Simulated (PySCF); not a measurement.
```yaml
atoms:
  - { symbol: F, position_ang: [2.6011, -0.3384, 0.7414] }
  - { symbol: C, position_ang: [1.7672, 0.3933, -0.0597] }
  - { symbol: C, position_ang: [0.3673, 0.4517, 0.5680] }
  - { symbol: C, position_ang: [-0.3375, -0.8629, 0.5435] }
  - { symbol: C, position_ang: [-1.4796, -0.8830, -0.2043] }
  - { symbol: C, position_ang: [-1.7931, 0.3385, -0.7717] }
  - { symbol: F, position_ang: [-2.8479, 0.5865, -1.5471] }
  - { symbol: S, position_ang: [-0.6719, 1.6156, -0.3992] }
  - { symbol: H, position_ang: [2.1999, 1.3948, -0.1482] }
  - { symbol: H, position_ang: [1.7388, -0.0982, -1.0370] }
  - { symbol: H, position_ang: [0.4680, 0.8518, 1.5835] }
  - { symbol: H, position_ang: [0.0836, -1.7004, 1.0650] }
  - { symbol: H, position_ang: [-2.1002, -1.7488, -0.3519] }
```

Geometry: GFN2-xTB.

The calculation used PySCF 2.14.0, density-fitted response routines, UKS B3LYP, pcH-1 on C F H S, non-relativistic, mean-field spin-orbit, GIAO.

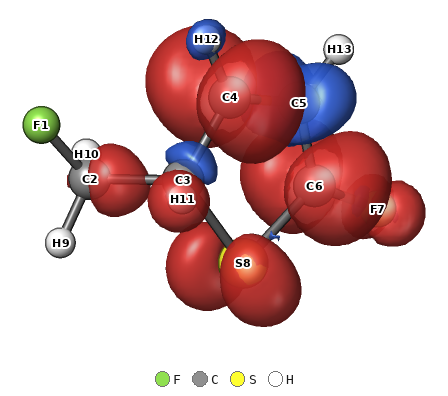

C₅H₅F₂S (doublet). Isosurfaces of the spin density (α minus β) at +0.015 (red) and −0.015 e/Å³ (blue), seen at a tilt.

### Where is the unpaired spin?

The unpaired spin (1 electron) lies mostly on C4 (about 0.4), C6 (about 0.3) and S8 (about 0.1), in electrons by Hirshfeld's partition.
